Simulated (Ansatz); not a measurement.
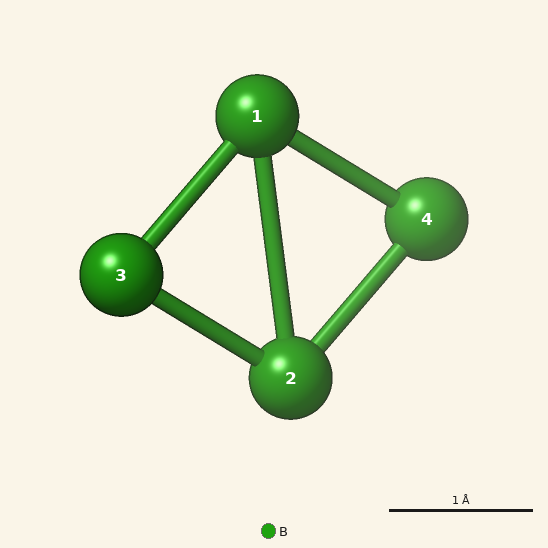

(Drawn from a calculation with Ansatz.)

Orthographic view. Atoms fade into the background with distance from the viewer. Geometry: a fixed input geometry, not necessarily a minimum.

List all interatomic distances (Å) as a matrix.

| atom | B1 | B2 | B3 | B4 |
| --- | --- | --- | --- | --- |
| B1 | 0.00 |  |  |  |
| B2 | 1.86 | 0.00 |  |  |
| B3 | 1.52 | 1.52 | 0.00 |  |
| B4 | 1.52 | 1.52 | 2.40 | 0.00 |
